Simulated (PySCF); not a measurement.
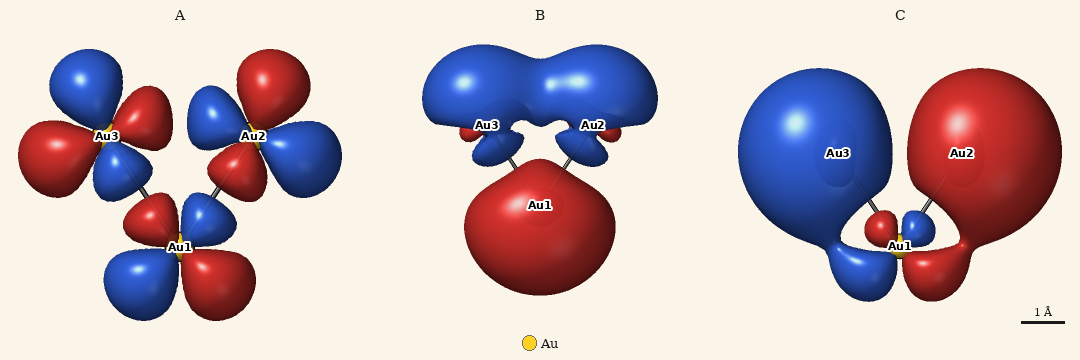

Au3 (doublet). Three frontier orbitals at ±0.06 Å⁻³ᐟ² (red and blue are the two phases), in no order.

Core potentials replace the inner electrons of Au.

Theory: UKS TPSS, Au def2-SVP with ECP60; non-relativistic Hamiltonian with scalar-relativistic core potentials where named; density fitting (PySCF).

Input

```
mol = gto.M(atom='''
Au     1.46188     0.00407     0.00000
Au    -0.73549     1.45514    -0.00000
Au    -0.72640    -1.45921     0.00000''',
    basis={'Au': 'def2-SVP'},
    ecp={'Au': 'def2-SVP'},
    charge=0, spin=1)
mf = dft.UKS(mol, xc='TPSS')
mf.grids.atom_grid = (75, 302)  # f atoms: at least (60, 302), unpruned
mf = mf.density_fit()  # Au def2-universal-JKFIT
mf.conv_tol = 1e-09; mf.max_cycle = 55
mf.kernel(dm0)
```

Launched as:

```sh
OMP_NUM_THREADS=2 python run.py
```

Q: Which picture is the HOMO−1, the HOMO and the LUMO? All are α orbitals.

A: A is the HOMO−1 (α) (−6.29 eV). By Hirshfeld shares it lies mainly on Au2 (about 35 %), Au3 (about 35 %) and Au1 (about 30 %); it is symmetric in the molecular plane (an in-plane orbital: σ, lone-pair or in-plane π type). C is the HOMO (α) (−4.67 eV). It lies mainly on Au2 (about 45 %), Au3 (about 45 %) and Au1 (about 15 %). B is the LUMO (α) (−4.38 eV). It lies mainly on Au1 (about 50 %), Au2 (about 25 %) and Au3 (about 25 %).

Q: What is the gap between the highest occupied and lowest empty α orbitals?

A: 0.29 eV between the orbital energies.
